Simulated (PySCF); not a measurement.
**One shape, several levels: GaHBrOF (SMILES [OH][Ga]([F])[Br])**

Wanted: a comparison of 6 runs (HF/STO-3G, HF/3-21G, B3LYP/6-31G*, r2SCAN/6-31G*, CCSD(T)/6-311G**) of GaHBrOF. Input form: a Python script.

Program for the calculation: PySCF 2.14.0.

## Step 1: The system as given

The species is GaHBrOF (5 atoms), meant as a singlet with charge 0. As SMILES, `[OH][Ga]([F])[Br]`. The coordinates come from a PBE0-D4/def2-TZVP relaxation. This is one conformer, not always the lowest.

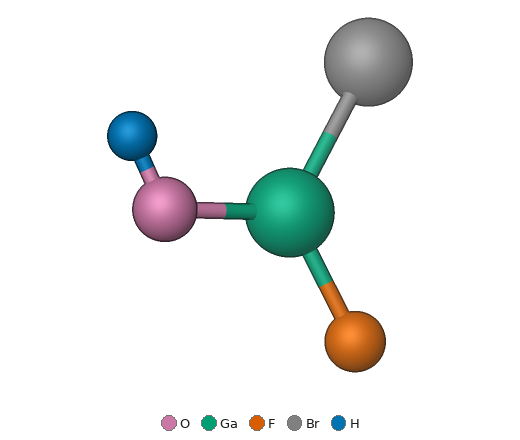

Viewed from a chosen angle; oxygen pink, gallium teal, fluorine orange, bromine grey, hydrogen blue.

## Step 2: Energy and gradient at HF/STO-3G (run 1)

Input file job.py:

```python
# [OH][Ga]([F])[Br]
import pyscf.grad
from pyscf import gto

mol = gto.Mole()
mol.atom = '''
O     -0.887226    -2.367260     0.901966
Ga     0.051212     0.372843    -0.741340
F     -0.598476     0.454668    -3.952362
Br     2.010858     3.716335     1.042562
H     -0.481880    -2.315670     2.670939
'''
mol.unit = 'bohr'
mol.spin = 0
mol.verbose = 4
mol.basis = 'sto-3g'
mol.max_memory = 1860
mol.build()

myscf = mol.RHF()
myscf.conv_tol = 1e-10
myscf.kernel()
if not myscf.converged:
    myscf = myscf.newton().run(myscf.mo_coeff, myscf.mo_occ)

e_tot = myscf.e_tot
print('E = %.10f Eh' % e_tot)
grad = myscf.Gradients().kernel()
myscf.analyze()
```

Started as:

```sh
OMP_NUM_THREADS=1 python job.py
```

Log:

```text
PySCF version 2.14.0

[INPUT] num. atoms = 5
[INPUT] num. electrons = 84
[INPUT] charge = 0
[INPUT] spin (= nelec alpha-beta = 2S) = 0
[INPUT] symmetry False subgroup None
[INPUT] Mole.unit = bohr
[INPUT] Symbol           X                Y                Z      unit          X                Y                Z       unit  Magmom
[INPUT]  1 O     -0.469499780136  -1.252700044322   0.477299852225 AA   -0.887226000000  -2.367260000000   0.901966000000 Bohr   0.0
[INPUT]  2 Ga     0.027100223326   0.197300018851  -0.392300233543 AA    0.051212000000   0.372843000000  -0.741340000000 Bohr   0.0
[INPUT]  3 F     -0.316699860483   0.240599944135  -2.091499899706 AA   -0.598476000000   0.454668000000  -3.952362000000 Bohr   0.0
[INPUT]  4 Br     1.064100227996   1.966599790144   0.551700051371 AA    2.010858000000   3.716335000000   1.042562000000 Bohr   0.0
[INPUT]  5 H     -0.254999914398  -1.225399792011   1.413400050557 AA   -0.481880000000  -2.315670000000   2.670939000000 Bohr   0.0

[... 66 lines left out ...]
One-electron Energy =                -7541.995165189981890
[... 6 lines left out ...]
MO #2   energy= -374.649845501477  occ= 2
[... 4 lines left out ...]
MO #7   energy= -46.7196298088382  occ= 2
[... 4 lines left out ...]
MO #12  energy= -20.2174986903577  occ= 2
[... 4 lines left out ...]
MO #17  energy= -5.82320459477162  occ= 2
[... 4 lines left out ...]
MO #22  energy= -2.22454959976478  occ= 2
[... 4 lines left out ...]
MO #27  energy= -1.24238076535203  occ= 2
[... 4 lines left out ...]
MO #32  energy= -0.449740256492253 occ= 2
[... 4 lines left out ...]
MO #37  energy= -0.361202085765222 occ= 2
[... 4 lines left out ...]
MO #42  energy= -0.296738761560203 occ= 2
[... 4 lines left out ...]
MO #47  energy= 0.717914451819401  occ= 0
[... 16 lines left out ...]
pop of  1 Ga 3pz          1.99921
pop of  1 Ga 4px          0.43944
pop of  1 Ga 4py          0.60989
pop of  1 Ga 4pz          0.62543
pop of  1 Ga 3dxy         1.92685
pop of  1 Ga 3dyz         1.96524
pop of  1 Ga 3dz^2        1.95605
pop of  1 Ga 3dxz         1.98504
pop of  1 Ga 3dx2-y2      1.94311
pop of  2 F 1s            1.99996
pop of  2 F 2s            1.88027
pop of  2 F 2px           1.87192
pop of  2 F 2py           1.92739
pop of  2 F 2pz           1.53034
pop of  3 Br 1s           2.00000
pop of  3 Br 2s           1.99997
pop of  3 Br 3s           1.99978
pop of  3 Br 4s           1.91937
pop of  3 Br 2px          2.00000
pop of  3 Br 2py          2.00000
pop of  3 Br 2pz          2.00000
pop of  3 Br 3px          1.99979
pop of  3 Br 3py          1.99956
pop of  3 Br 3pz          1.99983
pop of  3 Br 4px          1.79264
pop of  3 Br 4py          1.58858
pop of  3 Br 4pz          1.85156
pop of  3 Br 3dxy         1.99970
pop of  3 Br 3dyz         1.99974
pop of  3 Br 3dz^2        1.99992
pop of  3 Br 3dxz         1.99990
pop of  3 Br 3dx2-y2      1.99986
pop of  4 H 1s            0.86604
 ** Mulliken atomic charges  **
charge of    0O =     -0.29218
charge of    1Ga =      0.51829
charge of    2F =     -0.20987
charge of    3Br =     -0.15020
charge of    4H =      0.13396
Dipole moment(X, Y, Z, Debye): -0.10847, -0.71165,  1.06050
```

It took 8.4 s on 1 thread of Intel Xeon at 2.50GHz (Skylake/Cascade Lake), shared host; peak memory 0.12 GiB.

## Step 3: Energy and forces at HF/3-21G (run 2)

Input file run.py:

```python
from pyscf import gto, scf

molecule = gto.M(
    atom=[
    ('O', (-0.469500, -1.252700, 0.477300)),
    ('Ga', (0.027100, 0.197300, -0.392300)),
    ('F', (-0.316700, 0.240600, -2.091500)),
    ('Br', (1.064100, 1.966600, 0.551700)),
    ('H', (-0.255000, -1.225400, 1.413400)),
],
    max_memory=1860,
    verbose=3,
    basis='3-21g',
)

hf = scf.RHF(molecule)
hf.conv_tol = 1e-10
hf.kernel()
if not hf.converged:
    hf = hf.newton().run(hf.mo_coeff, hf.mo_occ)

e_tot = hf.e_tot
print(f'total energy: {e_tot:.8f} hartree')
grad = hf.nuc_grad_method().kernel()
hf.analyze()
```

Started as:

```sh
OMP_NUM_THREADS=1 python run.py
```

Log:

```text
converged SCF energy = -4647.98008993889
total energy: -4647.98008994 hartree
--------------- RHF gradients ---------------
         x                y                z
0 O    -0.0123423942    -0.0316625692     0.0119951483
1 Ga     0.0251133413     0.0369562738     0.0359939066
2 F    -0.0061028968     0.0006883989    -0.0300400917
3 Br    -0.0101137773    -0.0169349037    -0.0099482743
4 H     0.0034457270     0.0109528002    -0.0080006888
----------------------------------------------
**** MO energy ****
MO #1   energy= -486.78751851445   occ= 2
MO #2   energy= -376.536071222082  occ= 2
MO #3   energy= -64.796019599532   occ= 2
MO #4   energy= -57.9838289774718  occ= 2
MO #5   energy= -57.9826735275099  occ= 2
MO #6   energy= -57.9826297375901  occ= 2
MO #7   energy= -48.0638640129465  occ= 2
MO #8   energy= -42.3246727703555  occ= 2
MO #9   energy= -42.3226184537538  occ= 2
MO #10  energy= -42.3216571493142  occ= 2
MO #11  energy= -26.1051264038828  occ= 2
MO #12  energy= -20.4619140853523  occ= 2
MO #13  energy= -9.79135512038793  occ= 2
MO #14  energy= -7.37126669757411  occ= 2
MO #15  energy= -7.36393789694366  occ= 2
MO #16  energy= -7.36348802489723  occ= 2
MO #17  energy= -6.44519625809865  occ= 2
MO #18  energy= -4.52222649974678  occ= 2
MO #19  energy= -4.52017535502731  occ= 2
MO #20  energy= -4.51714365212964  occ= 2
MO #21  energy= -3.09949451750601  occ= 2
MO #22  energy= -3.09675568339395  occ= 2
MO #23  energy= -3.09626181133565  occ= 2
MO #24  energy= -3.08881453304758  occ= 2
MO #25  energy= -3.08880673888277  occ= 2
MO #26  energy= -1.51234557748205  occ= 2
MO #27  energy= -1.33906599584802  occ= 2
MO #28  energy= -1.20590301364108  occ= 2
MO #29  energy= -1.20344700191316  occ= 2
MO #30  energy= -1.2009790439701   occ= 2
MO #31  energy= -1.19400423646071  occ= 2
MO #32  energy= -1.18496519587931  occ= 2
MO #33  energy= -1.01829648957918  occ= 2
MO #34  energy= -0.685351035219978 occ= 2
MO #35  energy= -0.616787499530588 occ= 2
MO #36  energy= -0.59060968964186  occ= 2
MO #37  energy= -0.584403836298103 occ= 2
MO #38  energy= -0.551045082602493 occ= 2
MO #39  energy= -0.508124906115771 occ= 2
MO #40  energy= -0.475352243719806 occ= 2
MO #41  energy= -0.440706784924555 occ= 2
MO #42  energy= -0.436880650608162 occ= 2
MO #43  energy= 0.0637158953018333 occ= 0
MO #44  energy= 0.077576080536562  occ= 0
MO #45  energy= 0.168120405579414  occ= 0
MO #46  energy= 0.191523789224327  occ= 0
MO #47  energy= 0.256848563633151  occ= 0
MO #48  energy= 0.281273822132307  occ= 0
MO #49  energy= 0.338971398216217  occ= 0
MO #50  energy= 0.444975793787077  occ= 0
MO #51  energy= 0.463762710447853  occ= 0
MO #52  energy= 0.836084287079134  occ= 0
MO #53  energy= 0.854231731718401  occ= 0
MO #54  energy= 0.876933082055512  occ= 0
MO #55  energy= 1.03430588694782   occ= 0
MO #56  energy= 1.29559955050693   occ= 0
MO #57  energy= 1.7941421023099    occ= 0
MO #58  energy= 1.92515182106831   occ= 0
MO #59  energy= 2.03649535910513   occ= 0
MO #60  energy= 2.28560665301327   occ= 0
MO #61  energy= 2.35123817911839   occ= 0
MO #62  energy= 2.49781085449595   occ= 0
MO #63  energy= 3.07546512249527   occ= 0
MO #64  energy= 3.70193899464028   occ= 0
 ** Mulliken atomic charges  **
charge of    0O =     -0.64746
charge of    1Ga =      1.06561
charge of    2F =     -0.46745
charge of    3Br =     -0.24877
charge of    4H =      0.29807
Dipole moment(X, Y, Z, Debye):  0.44072, -0.21782,  2.53755
```

It took 8.1 s on 1 thread of Intel Xeon at 2.50GHz (Skylake/Cascade Lake), shared host; peak memory 0.14 GiB.

Runs 3 to 5 aren't shown in full; the table further down has their settings and results.

## Step 4: The energy at CCSD(T)/6-311G(d,p) (run 6)

Input file job.py:

```python
# [OH][Ga]([F])[Br]
from pyscf import gto, cc

mol = gto.Mole()
mol.atom = '''
O     -0.887226    -2.367260     0.901966
Ga     0.051212     0.372843    -0.741340
F     -0.598476     0.454668    -3.952362
Br     2.010858     3.716335     1.042562
H     -0.481880    -2.315670     2.670939
'''
mol.max_memory = 1860
mol.charge = 0
mol.basis = '6-311g**'
mol.unit = 'bohr'
mol.verbose = 4
mol.build()

mf = mol.RHF()
mf.conv_tol = 1e-10
mf.kernel()
if not mf.converged:
    mf = mf.newton().run(mf.mo_coeff, mf.mo_occ)

mycc = cc.CCSD(mf, frozen=20)
mycc.kernel()
e_t = mycc.ccsd_t()
etot = mycc.e_tot + e_t
print('E(%s) = %.9f' % ('CCSD(T)', etot))
mf.analyze()
```

Started as:

```sh
OMP_NUM_THREADS=1 python job.py
```

Log:

```text
PySCF version 2.14.0

[INPUT] num. atoms = 5
[INPUT] num. electrons = 84
[INPUT] charge = 0
[INPUT] spin (= nelec alpha-beta = 2S) = 0
[INPUT] symmetry False subgroup None
[INPUT] Mole.unit = bohr
[INPUT] Symbol           X                Y                Z      unit          X                Y                Z       unit  Magmom
[INPUT]  1 O     -0.469499780136  -1.252700044322   0.477299852225 AA   -0.887226000000  -2.367260000000   0.901966000000 Bohr   0.0
[INPUT]  2 Ga     0.027100223326   0.197300018851  -0.392300233543 AA    0.051212000000   0.372843000000  -0.741340000000 Bohr   0.0
[INPUT]  3 F     -0.316699860483   0.240599944135  -2.091499899706 AA   -0.598476000000   0.454668000000  -3.952362000000 Bohr   0.0
[INPUT]  4 Br     1.064100227996   1.966599790144   0.551700051371 AA    2.010858000000   3.716335000000   1.042562000000 Bohr   0.0
[INPUT]  5 H     -0.254999914398  -1.225399792011   1.413400050557 AA   -0.481880000000  -2.315670000000   2.670939000000 Bohr   0.0

[... 84 lines left out ...]
Two-electron Energy =                 2372.587529808120962
[... 13 lines left out ...]
MO #10  energy= -42.5664024866685  occ= 2
[... 11 lines left out ...]
MO #22  energy= -3.20549847094498  occ= 2
[... 11 lines left out ...]
MO #34  energy= -0.708855979038068 occ= 2
[... 11 lines left out ...]
MO #46  energy= 0.125242150039483  occ= 0
[... 11 lines left out ...]
MO #58  energy= 0.603918214940017  occ= 0
[... 11 lines left out ...]
MO #70  energy= 1.17120191010656   occ= 0
[... 11 lines left out ...]
MO #82  energy= 2.19790935704438   occ= 0
[... 11 lines left out ...]
MO #94  energy= 4.07241524962022   occ= 0
[... 11 lines left out ...]
MO #106 energy= 4.78551656875675   occ= 0
[... 11 lines left out ...]
MO #118 energy= 8.23347516020147   occ= 0
[... 11 lines left out ...]
MO #130 energy= 1028.29993080706   occ= 0
[... 99 lines left out ...]
pop of  3 Br 5px          0.00098
pop of  3 Br 5py          0.00153
pop of  3 Br 5pz          0.00071
pop of  3 Br 6px          0.00049
pop of  3 Br 6py          0.00063
pop of  3 Br 6pz          0.00049
pop of  3 Br 7px          0.00019
pop of  3 Br 7py          0.00039
pop of  3 Br 7pz          0.00019
pop of  3 Br 8px          0.00032
pop of  3 Br 8py          0.00038
pop of  3 Br 8pz          0.00033
pop of  3 Br 3dxy         1.99999
pop of  3 Br 3dyz         1.99999
pop of  3 Br 3dz^2        1.99999
pop of  3 Br 3dxz         1.99999
pop of  3 Br 3dx2-y2      1.99999
pop of  3 Br 4dxy         0.00421
pop of  3 Br 4dyz         0.00399
pop of  3 Br 4dz^2        0.00135
pop of  3 Br 4dxz         0.00145
pop of  3 Br 4dx2-y2      0.00252
pop of  3 Br 5dxy         0.00011
pop of  3 Br 5dyz         0.00009
pop of  3 Br 5dz^2        0.00003
pop of  3 Br 5dxz         0.00004
pop of  3 Br 5dx2-y2      0.00007
pop of  4 H 1s            0.63601
pop of  4 H 2s            0.00726
pop of  4 H 3s            0.00561
pop of  4 H 2px           0.00177
pop of  4 H 2py           0.00162
pop of  4 H 2pz           0.00187
 ** Mulliken atomic charges  **
charge of    0O =     -0.74220
charge of    1Ga =      1.20507
charge of    2F =     -0.54184
charge of    3Br =     -0.26689
charge of    4H =      0.34586
Dipole moment(X, Y, Z, Debye):  0.63474,  0.15552,  2.62137
```

Wall time 6.3 min (1 thread of Intel Xeon at 2.50GHz (Skylake/Cascade Lake), shared host); peak memory 1.8 GiB.

## Step 5: The series

| run | level | integration grid | Cartesian functions | energy (Eh) | dipole moment (D) of the reference | HOMO energy (eV) | LUMO energy (eV) | wall time |
| --- | --- | --- | --- | --- | --- | --- | --- | --- |
| 1 | HF/STO-3G | – | no | -4618.095440 | 1.28 | -8.07 | 5.52 | 8.4 s |
| 2 | HF/3-21G | – | no | -4647.980090 | 2.58 | -11.89 | 1.73 | 8.1 s |
| 3 | B3LYP/6-31G* (spherical functions) | 5 | no | -4674.274887 | 2.37 | -8.69 | -2.10 | 78 s |
| 4 | r2SCAN/6-31G* (spherical functions) | 5 | no | -4674.091463 | 2.35 | -8.00 | -2.42 | 93 s |
| 5 | B3LYP/6-31G* (Cartesian functions) | 5 | yes | -4674.292613 | 2.34 | -8.68 | -2.08 | 93 s |
| 6 | CCSD(T)/6-311G** | – | no | -4671.559268 | 2.70 | -12.17 | 1.61 | 6.3 min |

## Step 6: What came out

```
                                           quantity           value
                                run 6: total energy  -4671.55927 Eh
        run 6: dipole moment (Hartree–Fock density)          2.70 D
         run 6: HOMO energy (Hartree–Fock orbitals)       -12.17 eV
         run 6: LUMO energy (Hartree–Fock orbitals)         1.61 eV
       run 6: HOMO–LUMO gap (Hartree–Fock orbitals)        13.78 eV
run 6: correlation energy (20 core orbitals frozen)      -916.7 mEh
                              run 6: (T) correction      -24.02 mEh
                               run 6: T1 diagnostic           0.013
```

**Reading.** Over runs 1, 2, 3, 4, 5 the dipole moment (its size) runs from 1.28 D (HF/STO-3G) to 2.58 D (HF/3-21G). Over runs 1, 2, 3, 4, 5 the HOMO–LUMO gap runs from 5.59 eV (r2SCAN/6-31G*) to 13.62 eV (HF/3-21G). The two ends differ in method and basis. Totals of different functionals can't be ranked against each other. In run 1 the basis is minimal, so the values are rough. All runs together took 11 min, the longest 6.3 min.
